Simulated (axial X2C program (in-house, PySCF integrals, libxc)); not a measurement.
# All-electron X2C curves of MnN

What are the state, bond length, wavenumber and bond energy of MnN, and what does spin–orbit coupling change?

Program: an in-house X2C program for linear molecules on PySCF integrals. Level of theory: all-electron X2C, Mn dyall-cv3z, N dyall-av3z. These are calculated values, not measurements.

### 1 Set-up

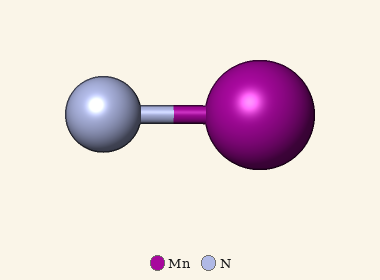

The two atoms at 1.650 Å (manganese purple, nitrogen light blue).

task.json

```json
{"zs": [25, 7], "q": 0, "bas": ["dyall-cv3z", "dyall-av3z"], "levels": ["PBE0", "HF", "BLYP"], "cc": true, "r0": 1.65, "thr": -2.0, "nmax": 90, "npts": 10, "nst": 2, "ntry": 6}
```

Keys: zs atomic numbers; q charge; bas basis sets; levels methods (HF also brings MP2); cc coupled cluster on or off; r0 starting distance in Å; thr threshold in hartree for freezing inner shells (an s shell follows its p shell); nmax most natural virtual spinors; npts points asked for on the curve; nst determinants followed; ntry starts of the search.

The run is started by

```bash
$ python so2c.py task.json out
```

Spin-free means the one-electron spin-free X2C Hamiltonian; two-component (2c) means X2C with spin–orbit coupling and atomic mean-field two-electron Coulomb and Gaunt terms. Basis: Mn dyall-cv3z contracted to [9s10p6d3f2g], N dyall-av3z contracted to [7s7p3d2f]; Gaussian nuclei, density fitting. Masses: Mn 54.938 u, N 14.003 u.

Notation: σ, π±, δ± give the projection m of an orbital's angular momentum (0, ±1, ±2), α and β its spin, Λ and M_S the sums; ω is the projection of a spinor's total angular momentum and Ω the sum. Logs are in hartree.

The results follow Hamiltonian by Hamiltonian and level by level.

### 2 Search for the lowest determinant

Determinants are compared with PBE0 at 1.650 Å.

Spin-free determinants:

| ΔE (eV) | state | open shells |
| --- | --- | --- |
| 0.00 | M_S = 2, Λ = 1 | beyond closed shells: σα, π+α, δ+α, δ-α |
| 0.39 | M_S = 1, Λ = 0 | beyond closed shells: δ+α, δ-α |
| 0.91 | M_S = 2, Λ = 0 | beyond closed shells: 2 × σα, δ+α, δ-α |
| 1.23 | M_S = 3, Λ = 1 | beyond closed shells: σα, 2 × π+α, π+β, 2 × π-α, δ+α, δ-α |
| 1.26 | M_S = 1, Λ = 1 | beyond closed shells: σβ, π+α, δ+α, δ-α |
| 1.47 | M_S = 2, Λ = 0 | beyond closed shells: π+α, π-α, δ+α, δ-α |
| 2.40 | M_S = 0, Λ = 2 | beyond closed shells: σα, δ+α, δ+β, δ-β |

Two-component determinants:

```json
{"ΔE (eV)": "0.00", "state": "Ω = 1", "open shells": "excess of +ω over −ω: ω = -3/2, ω = 5/2"}
{"ΔE (eV)": "0.03", "state": "Ω = 3", "open shells": "excess of +ω over −ω: ω = 1/2, ω = 5/2"}
{"ΔE (eV)": "0.92", "state": "Ω = 2", "open shells": "excess of +ω over −ω: 2 × ω = 1/2, ω = -3/2, ω = 5/2"}
{"ΔE (eV)": "1.20", "state": "Ω = 1", "open shells": "excess of +ω over −ω: ω = -1/2, ω = 3/2"}
{"ΔE (eV)": "1.22", "state": "Ω = 0", "open shells": "excess of +ω over −ω: ω = 1/2, 2 × ω = -3/2, ω = 5/2"}
{"ΔE (eV)": "1.23", "state": "Ω = 4", "open shells": "excess of +ω over −ω: ω = 3/2, ω = 5/2"}
{"ΔE (eV)": "1.25", "state": "Ω = 2", "open shells": "excess of +ω over −ω: ω = -1/2, ω = 5/2"}
```

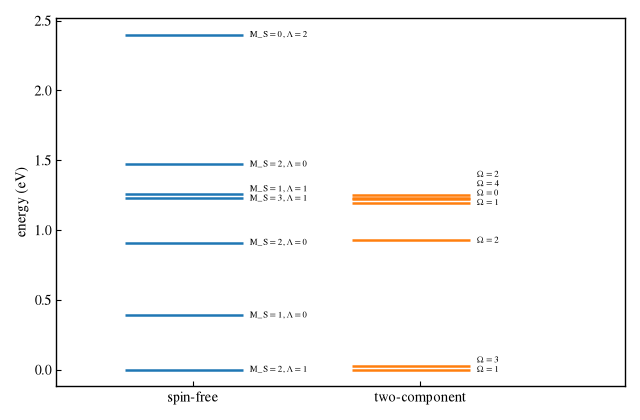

The determinants found, each set from its own lowest.

### 3 PBE0, spin-free

State followed: M_S = 2, Λ = 1 (beyond closed shells: σα, π+α, δ+α, δ-α). The scan is laid around 1.636 Å, a first estimate of the minimum, and this SCF restarts from the orbitals of the search.

Output at 1.636 Å:

```text
spin-free X2C-1e  PBE0
basis functions 165  fitting functions 888  grid points 5074
iter        total energy     max residual
   1      -1212.234246810     1.39e+00
   2      -1213.002671279     2.31e-02
   3      -1212.991022865     4.85e-02
   4      -1213.006947144     1.39e-02
   5      -1213.008425908     5.48e-03
   6      -1213.008665344     6.71e-04
   7      -1213.008669428     1.18e-04
   8      -1213.008669904     6.60e-05
   9      -1213.008670095     2.49e-05
  10      -1213.008670123     1.03e-05
  11      -1213.008670127     1.92e-06
  12      -1213.008670127     8.37e-07
converged
one-electron -1782.70104114  Coulomb 572.25531550  exact exchange -14.46150060  xc functional -44.70658564  nuclear repulsion 56.60514175
```

Along the bond, energies from the lowest point:

```
R (Å)  E (eV)  μ (D)  HOMO (eV)  LUMO (eV)  iterations
1.423  0.6688  -2.76      -5.45      -2.94          16
1.489  0.2677  -3.18      -5.52      -3.01          15
1.538  0.1047  -3.44      -5.54      -3.02          14
1.587  0.0224  -3.65      -5.53      -3.00          14
1.636  0.0000  -3.82      -5.51      -2.95          12
1.693  0.0306  -3.96      -5.48      -2.89          14
1.750  0.1067  -4.07      -5.43      -2.82          13
1.824  0.2523  -4.17      -5.36      -2.73          13
1.914  0.4790  -4.29      -5.25      -2.62          14
2.045  0.8609  -4.51      -5.06      -2.55          15
```

Dipoles are positive if N is the positive end.

Outer orbitals at the reference distance:

| symmetry | occupied | ε (eV) | atomic character |
| --- | --- | --- | --- |
| σβ | yes | -20.42 | 72% N s, 11% Mn d, 10% Mn p |
| σα | yes | -18.85 | 67% N s, 16% Mn d, 9% Mn p |
| π+α | yes | -10.65 | 85% Mn d, 13% N p |
| π-α | yes | -10.19 | 88% Mn d, 10% N p |
| δ+α | yes | -10.15 | 99% Mn d |
| δ-α | yes | -10.11 | 99% Mn d |
| σα | yes | -9.83 | 69% Mn d, 16% N p, 9% N s |
| σβ | yes | -8.70 | 71% N p, 19% Mn d, 5% N s |
| π-β | yes | -8.18 | 72% N p, 23% Mn d, 4% Mn p |
| π+β | yes | -8.18 | 72% N p, 23% Mn d, 4% Mn p |
| σα | yes | -6.43 | 46% Mn s, 35% N p, 10% Mn p |
| π+α | yes | -5.51 | 66% N p, 20% Mn p, 13% Mn d |
| π-α | no | -2.95 | 58% N p, 33% Mn p, 8% Mn d |
| σβ | no | -2.39 | 55% Mn s, 18% Mn d, 11% N p |
| σα | no | -2.12 | 38% N p, 32% Mn p, 14% Mn s |
| δ-β | no | -1.05 | 98% Mn d |

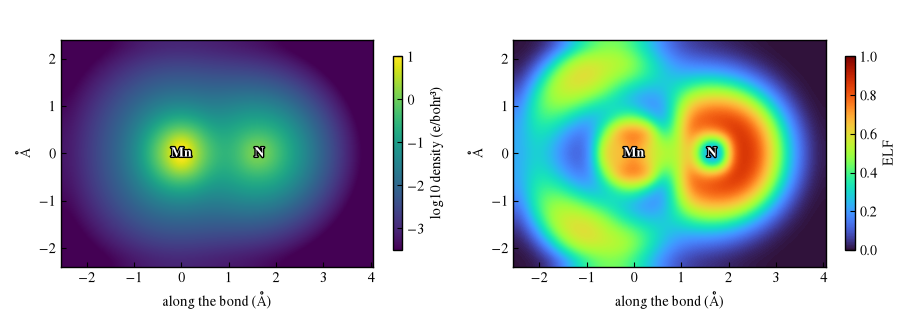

PBE0 fields in a plane through the axis, from a grid of 0.3 Å; Mn lies at z = 0 and N at z = 1.636 Å; the ELF is damped to zero where the density is low.

Re = 1.633 Å, ωe = 680 cm⁻¹, ωexe = 2.79 cm⁻¹, Be = 0.5663 cm⁻¹, De = 2.01 eV, μ = -3.81 D. ⟨S²⟩ = 6.71 against 6.00 for a pure state, so this determinant mixes spins.

### 4 HF, spin-free

Output at 1.636 Å:

```text
spin-free X2C-1e  HF
basis functions 165  fitting functions 888  grid points 5074
iter        total energy     max residual
   1      -1211.686586295     1.08e-01
   2      -1211.743471265     3.19e-02
   3      -1211.765391792     2.69e-02
   4      -1211.773432758     1.99e-02
   5      -1211.786229070     9.00e-03
   6      -1211.788861489     5.45e-03
   7      -1211.789804788     1.58e-03
   8      -1211.789956519     7.53e-04
   9      -1211.789967821     3.27e-04
  10      -1211.789971337     4.81e-05
  11      -1211.789971458     3.52e-05
  12      -1211.789971488     1.69e-05
  13      -1211.789971496     7.91e-06
  14      -1211.789971498     4.87e-06
  15      -1211.789971498     2.38e-06
converged
one-electron -1782.12092024  Coulomb 571.91538109  exact exchange -58.18957410  xc functional 0.00000000  nuclear repulsion 56.60514175
```

No constants are quoted: too few points lie around the minimum for a second fit to confirm the first.

### 5 BLYP, spin-free

The SCF at the reference distance of 1.636 Å:

```text
spin-free X2C-1e  BLYP
basis functions 165  fitting functions 888  grid points 5074
iter        total energy     max residual
   1      -1213.366389284     3.52e-02
   2      -1213.380036030     2.46e-02
   3      -1213.181318266     1.60e-01
   4      -1213.385087779     7.03e-03
   5      -1213.385555043     8.23e-03
   6      -1213.386124730     3.68e-03
   7      -1213.386303375     1.37e-03
   8      -1213.386323706     1.41e-04
   9      -1213.386324127     1.37e-04
  10      -1213.386324283     1.26e-05
  11      -1213.386324287     4.74e-06
  12      -1213.386324287     1.60e-06
converged
one-electron -1782.94554855  Coulomb 572.42649304  exact exchange 0.00000000  xc functional -59.47241053  nuclear repulsion 56.60514175
```

Re = 1.582 Å, ωe = 934 cm⁻¹, ωexe = 7.51 cm⁻¹, Be = 0.6033 cm⁻¹, De = 3.48 eV, μ = -3.39 D.

### 6 Correlated methods, spin-free

Correlated methods: 12 electrons correlated (frozen shells, counted by type: Mn 3 s, 2 p; N 1 s), 262 virtual spinors in MP2, 90 natural virtuals in coupled cluster.

Output of the correlated part at 1.636 Å:

```text
correlated 12  virtual 262  natural virtual 90  E(MP2) -0.288298025  MP2 remainder -0.015270887
iter   CCSD correlation   residual
   1     -0.284013807   1.28e-01
   2     -0.294218861   8.11e-02
   3     -0.305316251   5.83e-02
   4     -0.311310767   3.40e-02
   5     -0.313345781   1.37e-02
   6     -0.313729489   6.25e-03
   7     -0.313814894   3.05e-03
   8     -0.313869666   1.61e-03
   9     -0.313860581   8.73e-04
  10     -0.313896024   4.26e-04
  11     -0.313891720   1.89e-04
  12     -0.313897234   8.46e-05
  13     -0.313895843   3.91e-05
  14     -0.313896584   2.09e-05
  15     -0.313896954   1.01e-05
  16     -0.313897202   5.34e-06
  17     -0.313897344   2.63e-06
  18     -0.313897381   1.37e-06
  19     -0.313897379   7.25e-07
(T) -0.014993069  T1 0.0970  D1 0.2437  max T2 0.072
```

T1 in the output is the amplitude norm over the root of the electron number; divide by √2 for the Lee–Taylor value.

MP2: No constants are quoted: the reference is strongly spin-contaminated.

CCSD: No constants are quoted: too few points lie around the minimum for a second fit to confirm the first.

CCSD(T): No constants are quoted: too few points lie around the minimum for a second fit to confirm the first.

### 7 A higher determinant, spin-free

State: M_S = 1, Λ = 0 (beyond closed shells: δ+α, δ-α).

Output at the reference distance:

```text
spin-free X2C-1e  PBE0
basis functions 165  fitting functions 888  grid points 5074
iter        total energy     max residual
   1      -1212.189768237     1.37e+00
   2      -1212.985838265     2.76e-02
   3      -1212.940092500     8.00e-02
   4      -1212.989879514     2.06e-02
   5      -1212.993741943     4.23e-03
   6      -1212.993940400     2.69e-04
   7      -1212.993941558     1.08e-04
   8      -1212.993941840     1.01e-04
   9      -1212.993942053     1.67e-05
  10      -1212.993942066     6.05e-06
  11      -1212.993942068     3.07e-06
  12      -1212.993942069     1.75e-06
converged
one-electron -1782.16684740  Coulomb 571.67743137  exact exchange -14.44568210  xc functional -44.66398569  nuclear repulsion 56.60514175
```

```
R (Å)  E above the lowest PBE0 point (eV)
1.423                               1.098
1.489                               0.728
1.538                               0.562
1.587                               0.458
1.636                               0.401
1.693                               0.376
1.750                               0.386
1.824                               0.437
1.914                               0.544
```

Re = 1.703 Å, ωe = 492 cm⁻¹, Be = 0.5207 cm⁻¹, μ = -2.26 D. ⟨S²⟩ = 3.63 against 2.00 for a pure state, so this determinant mixes spins. Te = 0.38 eV.

### 8 The spin-free curves together

Energy (eV) of the followed determinant, spin-free, from each level's lowest point:

```
R (Å)   PBE0     HF  MP2 (spin-contaminated)   CCSD  CCSD(T)   BLYP
1.423  0.669  3.617                    1.463    n/a      n/a  0.632
1.489  0.268  2.523                    1.007  0.584    0.428  0.191
1.538  0.105  1.873                    0.720  0.353    0.230  0.039
1.587  0.022  1.347                    0.484  0.194    0.104  0.000
1.636  0.000  0.931                    0.297  0.090    0.033  0.046
1.693  0.031  0.565                    0.141  0.022    0.000  0.174
1.750  0.107  0.307                    0.046  0.000    0.008  0.356
1.824  0.252  0.102                    0.000  0.026    0.063  0.636
1.914  0.479  0.000                    0.040    n/a      n/a  1.010
2.045  0.861  0.047                    0.238    n/a      n/a  1.563
```

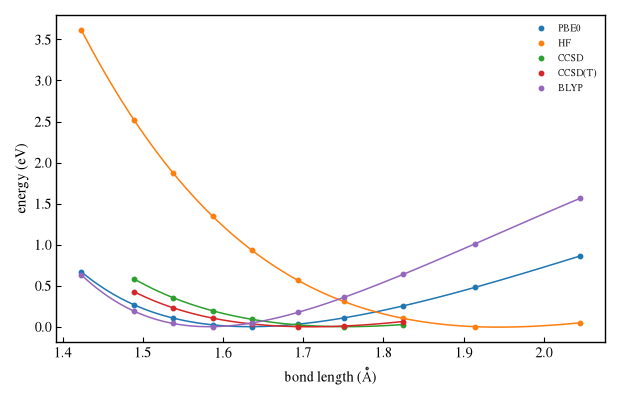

Curves of the followed state, spin-free, each from its own lowest point. Left out: MP2.

### 9 PBE0, 2c

State followed: Ω = 1 (excess of +ω over −ω: ω = -3/2, ω = 5/2). The scan is laid around 1.636 Å, a first estimate of the minimum, and this SCF restarts from the orbitals of the search.

Output at 1.636 Å:

```text
two-component X2C + atomic mean field  PBE0
basis functions 165  fitting functions 888  grid points 5074
iter        total energy     max residual
   1      -1211.902741026     1.45e+00
   2      -1212.708928410     2.29e-02
   3      -1212.697398898     4.82e-02
   4      -1212.713116578     1.39e-02
   5      -1212.714587924     5.47e-03
   6      -1212.714826431     6.59e-04
   7      -1212.714830352     1.18e-04
   8      -1212.714830801     6.68e-05
   9      -1212.714830985     2.53e-05
  10      -1212.714831012     1.02e-05
  11      -1212.714831017     1.92e-06
  12      -1212.714831017     7.76e-07
converged
one-electron -1781.97386790  Coulomb 572.11181722  exact exchange -14.45786871  xc functional -44.69569971  nuclear repulsion 56.60514175  atomic mean-field constant -0.30435367
```

Along the bond, energies from the lowest point:

```
R (Å)  E (eV)  μ (D)  HOMO (eV)  LUMO (eV)  iterations
1.423  0.6628  -2.76      -5.46      -2.92          16
1.489  0.2636  -3.18      -5.54      -2.99          15
1.538  0.1020  -3.44      -5.55      -3.00          14
1.587  0.0211  -3.65      -5.55      -2.98          14
1.636  0.0000  -3.82      -5.53      -2.94          12
1.693  0.0319  -3.96      -5.49      -2.87          14
1.750  0.1089  -4.07      -5.44      -2.80          13
1.824  0.2556  -4.17      -5.36      -2.71          13
1.914  0.4832  -4.29      -5.26      -2.60          14
2.045  0.8661  -4.51      -5.07      -2.54          15
```

Dipoles are positive if N is the positive end.

Outer spinors at the reference distance:

```tsv
ω	occupied	ε (eV)	atomic character	λ mixture
-1/2	yes	-20.42	72% N s, 11% Mn d, 10% Mn p	100% σ
1/2	yes	-18.85	67% N s, 16% Mn d, 9% Mn p	100% σ
-1/2	yes	-10.67	85% Mn d, 13% N p	100% π
-3/2	yes	-10.19	99% Mn d	100% δ
3/2	yes	-10.17	88% Mn d, 10% N p	100% π
5/2	yes	-10.07	99% Mn d	100% δ
1/2	yes	-9.83	69% Mn d, 16% N p, 9% N s	100% σ
-1/2	yes	-8.70	71% N p, 19% Mn d, 5% N s	100% σ
1/2	yes	-8.19	72% N p, 23% Mn d, 4% Mn p	100% π
-3/2	yes	-8.18	72% N p, 23% Mn d, 4% Mn p	100% π
1/2	yes	-6.43	46% Mn s, 35% N p, 10% Mn p	100% σ
-1/2	yes	-5.53	66% N p, 20% Mn p, 13% Mn d	100% π
3/2	no	-2.94	58% N p, 33% Mn p, 8% Mn d	100% π
-1/2	no	-2.39	55% Mn s, 18% Mn d, 11% N p	100% σ
1/2	no	-2.12	38% N p, 32% Mn p, 14% Mn s	100% σ
3/2	no	-1.09	98% Mn d	100% δ
```

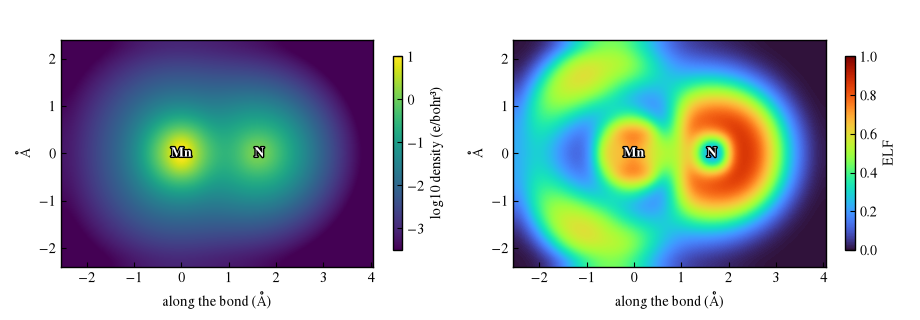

PBE0 fields in a plane through the axis, from a grid of 0.3 Å; Mn lies at z = 0 and N at z = 1.636 Å; the ELF is damped to zero where the density is low.

Re = 1.632 Å, ωe = 681 cm⁻¹, ωexe = 2.79 cm⁻¹, Be = 0.5671 cm⁻¹, De = 2.03 eV, μ = -3.81 D.

### 10 HF, 2c

Output at 1.636 Å:

```text
two-component X2C + atomic mean field  HF
basis functions 165  fitting functions 888  grid points 5074
iter        total energy     max residual
   1      -1211.392737449     1.08e-01
   2      -1211.449630017     3.19e-02
   3      -1211.471583053     2.70e-02
   4      -1211.479644851     1.99e-02
   5      -1211.492494783     9.01e-03
   6      -1211.495138431     5.49e-03
   7      -1211.496090543     1.59e-03
   8      -1211.496245990     7.60e-04
   9      -1211.496257610     3.28e-04
  10      -1211.496261253     4.86e-05
  11      -1211.496261401     3.53e-05
  12      -1211.496261443     1.96e-05
  13      -1211.496261462     1.49e-05
  14      -1211.496261471     8.67e-06
  15      -1211.496261476     2.93e-06
  16      -1211.496261477     1.12e-06
converged
one-electron -1781.38984884  Coulomb 571.76815028  exact exchange -58.17535101  xc functional 0.00000000  nuclear repulsion 56.60514175  atomic mean-field constant -0.30435367
```

No constants are quoted: too few points lie around the minimum for a second fit to confirm the first.

### 11 BLYP, 2c

The SCF at the reference distance of 1.636 Å:

```text
two-component X2C + atomic mean field  BLYP
basis functions 165  fitting functions 888  grid points 5074
iter        total energy     max residual
   1      -1213.072352267     3.53e-02
   2      -1213.085963964     2.47e-02
   3      -1212.885429236     1.61e-01
   4      -1213.091053672     7.06e-03
   5      -1213.091518739     8.28e-03
   6      -1213.092094117     3.71e-03
   7      -1213.092275046     1.39e-03
   8      -1213.092295910     1.44e-04
   9      -1213.092296337     1.40e-04
  10      -1213.092296498     1.20e-05
  11      -1213.092296501     4.86e-06
  12      -1213.092296502     1.67e-06
converged
one-electron -1782.21934580  Coulomb 572.28398409  exact exchange 0.00000000  xc functional -59.45772287  nuclear repulsion 56.60514175  atomic mean-field constant -0.30435367
```

No constants are quoted: the solution changes its character somewhere along the scan, so the fit is set aside.

### 12 Correlated methods, 2c

Correlated methods: 12 electrons correlated (frozen shells, counted by type: Mn 3 s, 2 p; N 1 s), 262 virtual spinors in MP2, 90 natural virtuals in coupled cluster.

Output of the correlated part at 1.636 Å:

```text
correlated 12  virtual 262  natural virtual 90  E(MP2) -0.288309979  MP2 remainder -0.015269959
iter   CCSD correlation   residual
   1     -0.284013823   1.28e-01
   2     -0.294228029   8.12e-02
   3     -0.305353950   5.84e-02
   4     -0.311364255   3.40e-02
   5     -0.313405971   1.37e-02
   6     -0.313791429   6.26e-03
   7     -0.313876861   3.06e-03
   8     -0.313932010   1.62e-03
   9     -0.313922747   8.75e-04
  10     -0.313958385   4.26e-04
  11     -0.313954066   1.90e-04
  12     -0.313959635   8.49e-05
  13     -0.313958231   3.94e-05
  14     -0.313958963   2.11e-05
  15     -0.313959326   1.02e-05
  16     -0.313959567   5.38e-06
  17     -0.313959707   2.65e-06
  18     -0.313959743   1.39e-06
  19     -0.313959741   7.37e-07
(T) -0.015009799  T1 0.0971  D1 0.2439  max T2 0.072
```

MP2: No constants are quoted: the reference is strongly spin-contaminated.

CCSD: No constants are quoted: too few points lie around the minimum for a second fit to confirm the first.

CCSD(T): No constants are quoted: too few points lie around the minimum for a second fit to confirm the first.

### 13 A higher determinant, 2c

State: Ω = 3 (excess of +ω over −ω: ω = 1/2, ω = 5/2).

Output at the reference distance:

```text
two-component X2C + atomic mean field  PBE0
basis functions 165  fitting functions 888  grid points 5074
iter        total energy     max residual
   1      -1211.901717745     1.45e+00
   2      -1212.707940131     2.29e-02
   3      -1212.696413756     4.82e-02
   4      -1212.712138044     1.38e-02
   5      -1212.713600583     5.46e-03
   6      -1212.713838018     6.58e-04
   7      -1212.713841921     1.19e-04
   8      -1212.713842362     6.63e-05
   9      -1212.713842542     2.52e-05
  10      -1212.713842569     1.03e-05
  11      -1212.713842573     1.92e-06
  12      -1212.713842574     7.79e-07
converged
one-electron -1781.97612682  Coulomb 572.11558618  exact exchange -14.45808130  xc functional -44.69600872  nuclear repulsion 56.60514175  atomic mean-field constant -0.30435367
```

```
R (Å)  E above the lowest PBE0 point (eV)
1.423                               0.701
1.489                               0.298
1.538                               0.134
1.587                               0.051
1.636                               0.027
1.693                               0.056
1.750                               0.131
1.824                               0.275
1.914                               0.501
```

Re = 1.635 Å, ωe = 679 cm⁻¹, ωexe = 2.78 cm⁻¹, Be = 0.5654 cm⁻¹, μ = -3.82 D. Te = 0.03 eV.

### 14 The 2c curves together

Energy (eV) of the followed determinant, 2c, from each level's lowest point:

```
R (Å)   PBE0     HF  MP2 (spin-contaminated)   CCSD  CCSD(T)  BLYP (jumps)
1.423  0.663  3.610                    1.453    n/a      n/a         0.561
1.489  0.264  2.519                    1.000  0.570    0.410         0.189
1.538  0.102  1.870                    0.716  0.349    0.226         0.038
1.587  0.021  1.345                    0.480  0.191    0.102         0.000
1.636  0.000  0.930                    0.295  0.088    0.032         0.046
1.693  0.032  0.564                    0.140  0.021    0.000         0.284
1.750  0.109  0.306                    0.045  0.000    0.008         0.451
1.824  0.256  0.102                    0.000  0.027    0.065         0.689
1.914  0.483  0.000                    0.041    n/a      n/a         0.988
2.045  0.866  0.047                    0.239    n/a      n/a         1.408
```

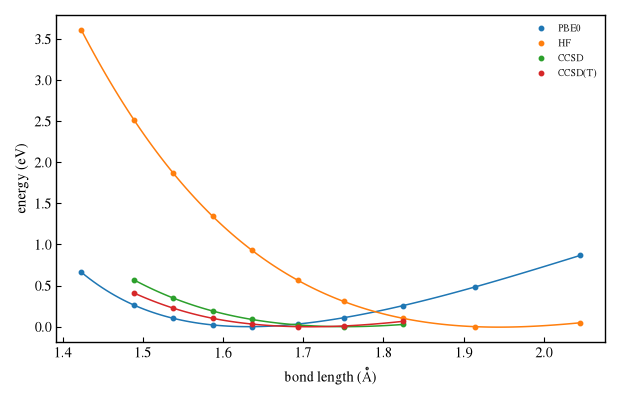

Curves of the followed state, 2c, each from its own lowest point. Left out: MP2, BLYP.

The whole job took 2.9 min on 1 thread, shared host.

### 15 Results

Lowest determinant that the search found at its distance, spin-free: M_S = 2, Λ = 1 (beyond closed shells: σα, π+α, δ+α, δ-α).

Lowest determinant that the search found at its distance, 2c: Ω = 1 (excess of +ω over −ω: ω = -3/2, ω = 5/2).

```csv
Hamiltonian,level,Re (Å),ωe (cm⁻¹),De (eV),μ (D)
spin-free,PBE0,1.633,680,2.01,-3.81
spin-free,BLYP,1.582,934,3.48,-3.39
2c,PBE0,1.632,681,2.03,-3.81
```

Dipoles are positive if N is the positive end. No constants: spin-free HF (too few points lie around the minimum for a second fit to confirm the first); spin-free MP2 (the reference is strongly spin-contaminated); spin-free CCSD (too few points lie around the minimum for a second fit to confirm the first); spin-free CCSD(T) (too few points lie around the minimum for a second fit to confirm the first); 2c HF (too few points lie around the minimum for a second fit to confirm the first); 2c MP2 (the reference is strongly spin-contaminated); 2c CCSD (too few points lie around the minimum for a second fit to confirm the first); 2c CCSD(T) (too few points lie around the minimum for a second fit to confirm the first); 2c BLYP (the solution changes its character somewhere along the scan, so the fit is set aside). Spin-free ⟨S²⟩ is off its pure value at PBE0 6.71.

Time per point (s) on 1 thread, shared host (2c runs); the times are rough: PBE0 0.65.

What this shows: At PBE0, going from spin-free to two-component changes Re by -1 mÅ, ωe by +0.2 %, which is small (part of it comes from the scalar share of the two-electron terms). De moves by +0.01 eV; both De rest on single-determinant atoms, which can miss part of an open shell's spin–orbit lowering.

De refers to Mn + N, each in the lowest determinant found, which need not be this curve's own limit. The state is a single determinant with fixed occupations, the lowest that a limited PBE0 search found. Dissociation energies refer to the lowest single-determinant-based atoms at the same level and basis. Density functionals use the spin component along the axis (collinear). With several unpaired electrons one determinant need not be a pure state. The spin-free determinant is spin-contaminated at some levels.
